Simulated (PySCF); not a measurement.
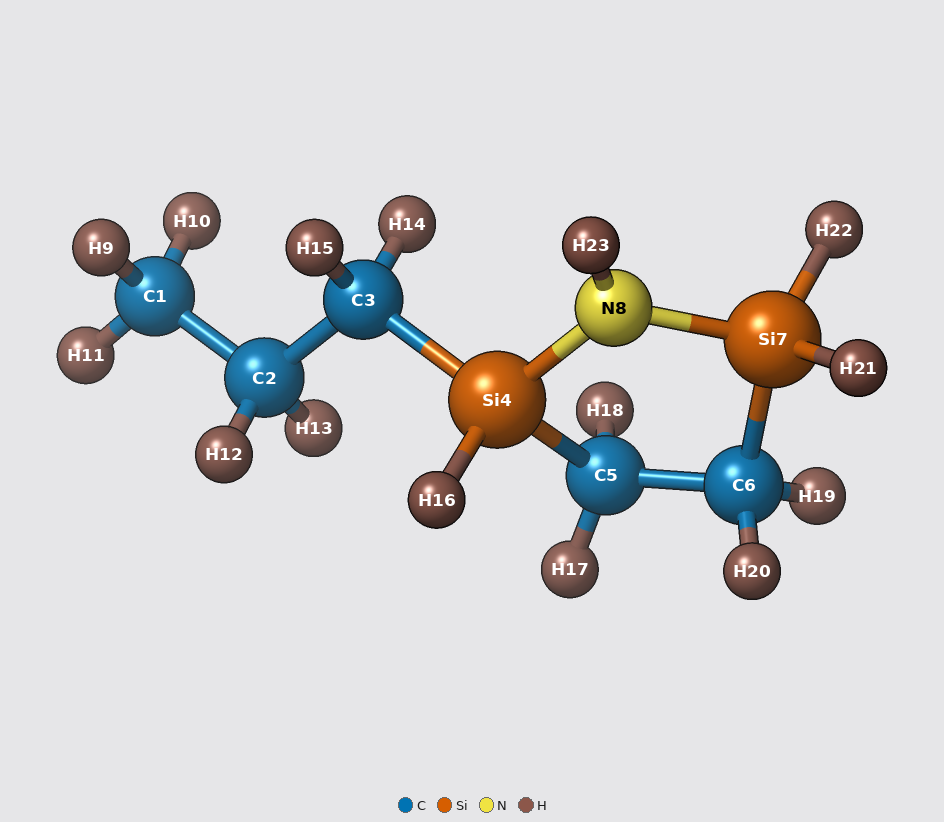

The geometry was computed by an optimisation with PBE0-D3(BJ)/def2-SVP. No frequency run is at hand to confirm it as a minimum. Level of theory: delta-SCF UKS SCAN, pcX-2 on the ionised atom, pcseg-1 elsewhere, spin-free X2C (PySCF 2.14.0).

Give the core-electron binding energies (to vacuum; p and d levels without spin–orbit splitting) of C1 1s, C2 1s, C3 1s, Si4 1s, Si4 2p, C5 1s, C6 1s, Si7 1s, Si7 2p, N8 1s.

```json
{"atom": "C1", "level": "1s", "binding energy (eV)": "290.4"}
{"atom": "C2", "level": "1s", "binding energy (eV)": "290.5"}
{"atom": "C3", "level": "1s", "binding energy (eV)": "289.7"}
{"atom": "Si4", "level": "1s", "binding energy (eV)": "1846.0"}
{"atom": "Si4", "level": "2p", "binding energy (eV)": "106.3"}
{"atom": "C5", "level": "1s", "binding energy (eV)": "289.9"}
{"atom": "C6", "level": "1s", "binding energy (eV)": "290.0"}
{"atom": "Si7", "level": "1s", "binding energy (eV)": "1846.3"}
{"atom": "Si7", "level": "2p", "binding energy (eV)": "106.6"}
{"atom": "N8", "level": "1s", "binding energy (eV)": "403.7"}
```
